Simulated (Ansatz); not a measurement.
# singlet CH4FSi−: levels of theory compared

We compute a comparison of 6 runs (HF/3-21G, BLYP/aug-cc-pVDZ, PBE/aug-cc-pVDZ, PBE0/aug-cc-pVDZ, SVWN5/aug-cc-pVDZ, wB97X/aug-cc-pVDZ) of singlet CH4FSi−. 

The results are computed with Ansatz 0.2.0.

45 further runs of the same task are left out: 45 set aside as unsound or not needed.

## 1. The system as given

CH4FSi−: 7 atoms, total charge -1, spin state singlet. As SMILES of the parent species, `C[SiH]F`. The coordinates come from a PBE0-D4/def2-TZVP relaxation. That shape belongs to the parent species and isn't relaxed for this state.

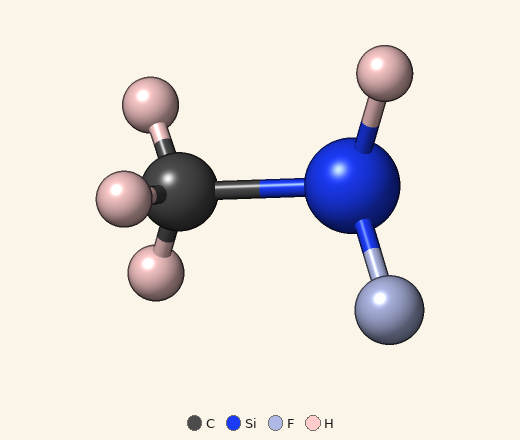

The structure, seen from a chosen angle (carbon dark grey, silicon blue, fluorine light blue, hydrogen pink).

## 2. A single-point energy at HF/3-21G (run 1)

File molecule.yaml:

```yaml
crystal:
  periodic: [false, false, false]
  atoms:
    - {symbol: C, position_ang: [-0.653500, 0.389500, -0.298000]}
    - {symbol: Si, position_ang: [0.917400, -0.594100, -0.104100]}
    - {symbol: F, position_ang: [0.640700, -1.812800, 0.909600]}
    - {symbol: H, position_ang: [-1.444900, -0.207800, -0.754100]}
    - {symbol: H, position_ang: [-0.470200, 1.260900, -0.931700]}
    - {symbol: H, position_ang: [-1.000700, 0.738300, 0.679600]}
    - {symbol: H, position_ang: [2.011300, 0.226000, 0.498700]}
basis:
  gaussian: {orbitals: 3-21G.json}
total_charge: -1
magnetization: {spin_polarized: false}
hamiltonian: {xc: hf}
accuracy: high
output: {orbitals: {seedname: orbitals}}
```

The basis set 3-21G is read from a file made from the Basis Set Exchange's data (not shown).

On the command line:

```
$ ansatz run molecule.yaml --threads 1 --pin off --max-ram 3480MiB --events-out events.jsonl --progress --plain --runs-dir runs
```

Output:

```text
Warning: RAYON_NUM_THREADS=1 ignored (pool sized by the plan → 1); use --threads N
Functional definition: HF
  name "HF"
  exchange = exact_x
  correlation = 0
875 factors; integrals over basis functions are off by at most 4.6e-9 eV
mean field evaluation 1: about -11598.4649 eV, gradient 1.4e1 eV
mean field evaluation 2: about -11598.7620 eV, gradient 1.4e1 eV
mean field evaluation 4: about -11599.4873 eV, gradient 1.2e0 eV
mean field evaluation 8: about -11599.4922 eV, gradient 3.9e-3 eV
mean field -11599.49218516 eV, -426.2734753864 hartree, gradient 2.3e-8 eV, S^2 0.000000; 0 other end points of the search recorded, 0 dependent functions left out
reference -11599.49218516 eV, -426.2734753864 hartree; 17, 17 occupied and 22, 22 virtual orbitals, 875 factors
Total energy: -11599.49218516 eV, -426.2734753864 hartree
```

Run time: 0.32 s. Hardware: 1 thread of Arm Neoverse V2, shared host.

## 3. The energy at BLYP/aug-cc-pVDZ (run 2)

File run.yaml:

```yaml
basis:
  gaussian:
    orbitals: aug-cc-pVDZ
crystal:
  periodic: [false, false, false]
  atoms:
    - {symbol: C, position_ang: [-0.653500, 0.389500, -0.298000]}
    - {symbol: Si, position_ang: [0.917400, -0.594100, -0.104100]}
    - {symbol: F, position_ang: [0.640700, -1.812800, 0.909600]}
    - {symbol: H, position_ang: [-1.444900, -0.207800, -0.754100]}
    - {symbol: H, position_ang: [-0.470200, 1.260900, -0.931700]}
    - {symbol: H, position_ang: [-1.000700, 0.738300, 0.679600]}
    - {symbol: H, position_ang: [2.011300, 0.226000, 0.498700]}
total_charge: -1
hamiltonian:
  xc: {name: BLYP}
accuracy: high
output: {orbitals: {seedname: orbitals}}
```

On the command line:

```
$ ansatz run run.yaml --threads 1 --pin off --max-ram 3480MiB --events-out events.jsonl --progress --plain --runs-dir runs
```

Output:

```text
Warning: RAYON_NUM_THREADS=1 ignored (pool sized by the plan → 1); use --threads N
Functional definition: BLYP
  name "BLYP"
  parameter beta = 0.0042
  parameter a = 0.04918
  parameter b = 0.132
  parameter c = 0.2533
  parameter d = 0.349
  exchange = b88_x(beta = beta)
  correlation = lyp_c(a = a, b = b, c = c, d = d)
2190 factors; integrals over basis functions are off by at most 3.6e-9 eV
mean field evaluation 1: about -11688.6167 eV, gradient 5.7e1 eV
mean field evaluation 2: about -11660.1756 eV, gradient 1.1e2 eV
mean field evaluation 4: about -11695.5077 eV, gradient 1.6e1 eV
mean field evaluation 8: about -11696.8153 eV, gradient 8.4e-1 eV
mean field evaluation 16: about -11696.8183 eV, gradient 9.9e-5 eV
mean field evaluation 32: about -11696.5410 eV, gradient 2.2e0 eV
mean field -11696.81833167 eV, -429.8501453007 hartree, gradient 2.7e-8 eV, S^2 0.000000; 1 other end points of the search recorded, 0 dependent functions left out
reference -11696.81837504 eV, -429.8501468945 hartree; 17, 17 occupied and 92, 92 virtual orbitals, 2190 factors
Total energy: -11696.81837504 eV, -429.8501468945 hartree
```

Wall time 12 s (1 thread of Arm Neoverse V2, shared host); peak memory 0.3 GiB.

Runs 3 to 5 aren't shown in full; the table further down has their settings and results.

## 4. The energy at wB97X/aug-cc-pVDZ (run 6)

File input.yaml:

```yaml
crystal:
  periodic: [false, false, false]
  atoms:
    - {symbol: C, position_ang: [-0.653500, 0.389500, -0.298000]}
    - {symbol: Si, position_ang: [0.917400, -0.594100, -0.104100]}
    - {symbol: F, position_ang: [0.640700, -1.812800, 0.909600]}
    - {symbol: H, position_ang: [-1.444900, -0.207800, -0.754100]}
    - {symbol: H, position_ang: [-0.470200, 1.260900, -0.931700]}
    - {symbol: H, position_ang: [-1.000700, 0.738300, 0.679600]}
    - {symbol: H, position_ang: [2.011300, 0.226000, 0.498700]}
basis:
  gaussian: {orbitals: aug-cc-pVDZ}
total_charge: -1
hamiltonian: {xc: {name: wB97X}}
accuracy: high
output: {orbitals: {seedname: orbitals}}
```

On the command line:

```
$ ansatz run input.yaml --threads 1 --pin off --max-ram 3480MiB --events-out events.jsonl --progress --plain --runs-dir runs
```

Output:

```text
Warning: RAYON_NUM_THREADS=1 ignored (pool sized by the plan → 1); use --threads N
Functional definition: wB97X
  name "wB97X"
  parameter omega = 0.3/bohr
  parameter cx = 0.157706
  parameter cx1 = 0.726479
  parameter cx2 = 1.04760
  parameter cx3 = -5.70635
  parameter cx4 = 13.2794
  parameter css1 = -4.33879
  parameter css2 = 18.2308
  parameter css3 = -31.7430
  parameter css4 = 17.2901
  parameter cos1 = 2.37031
  parameter cos2 = -11.3995
  parameter cos3 = 6.58405
  parameter cos4 = -3.78132
  exchange = spin_sum(e_x_unif_sr(omega)*poly(b97_u_x, 1 - cx, cx1, cx2, cx3, cx4)) + cx*exact_x_sr(omega)
      + exact_x_lr(omega)
  correlation = spin_sum(e_c_pw_same_spin*poly(b97_u_same, 1, css1, css2, css3, css4))
      + integral(e_c_pw_opposite_spin*poly(b97_u_opposite, 1, cos1, cos2, cos3, cos4))
2190 factors; integrals over basis functions are off by at most 3.6e-9 eV
492 factors; integrals over basis functions are off by at most 1.7e-9 eV
mean field evaluation 1: about -11694.9651 eV, gradient 2.7e1 eV
mean field evaluation 2: about -11695.7818 eV, gradient 2.3e1 eV
mean field evaluation 4: about -11696.8017 eV, gradient 1.6e0 eV
mean field evaluation 8: about -11696.8542 eV, gradient 1.7e-1 eV
mean field evaluation 16: about -11696.8553 eV, gradient 8.2e-4 eV
mean field evaluation 32: about -11696.8553 eV, gradient 8.3e-8 eV
mean field -11696.85526910 eV, -429.8515027263 hartree, gradient 8.3e-8 eV, S^2 0.000000; 0 other end points of the search recorded, 0 dependent functions left out
reference -11696.85526540 eV, -429.8515025900 hartree; 17, 17 occupied and 92, 92 virtual orbitals, 2190 factors
Total energy: -11696.85526540 eV, -429.8515025900 hartree
```

Run time: 42 s. Hardware: 1 thread of Arm Neoverse V2, shared host; peak memory 0.58 GiB.

## 5. The series

```csv
run,level,energy (Eh),HOMO energy (eV),LUMO energy (eV),HOMO–LUMO gap (eV),wall time
1,HF/3-21G,-426.273475,0.14,11.28,11.14,0.32 s
2,BLYP/aug-cc-pVDZ,-429.850147,1.75,2.58,0.82,12 s
3,PBE/aug-cc-pVDZ,-429.585952,1.70,2.54,0.84,11 s
4,PBE0/aug-cc-pVDZ,-429.622628,1.07,2.96,1.90,12 s
5,SVWN5/aug-cc-pVDZ,-427.706866,1.62,2.51,0.88,7.2 s
6,wB97X/aug-cc-pVDZ,-429.851503,-0.85,4.15,5.00,42 s
```

## 6. What came out

| quantity | value |
| --- | --- |
| run 6: total energy | -429.85150 Eh |
| run 6: HOMO energy | -0.85 eV |
| run 6: LUMO energy | 4.15 eV |
| run 6: HOMO–LUMO gap (to an unbound level, set by the basis) | 5.00 eV |

**Reading.** The HOMO–LUMO gap runs from 0.82 eV (BLYP/aug-cc-pVDZ) to 11.14 eV (HF/3-21G). The two ends differ in method and basis. The empty levels of an anion lie above zero and hang on the basis. Totals of different functionals can't be ranked against each other. In runs 1, 2, 3, 4, 5 the HOMO lies above zero, so the outermost electron may be held by the basis alone. All runs together took 84 s, the longest 42 s.
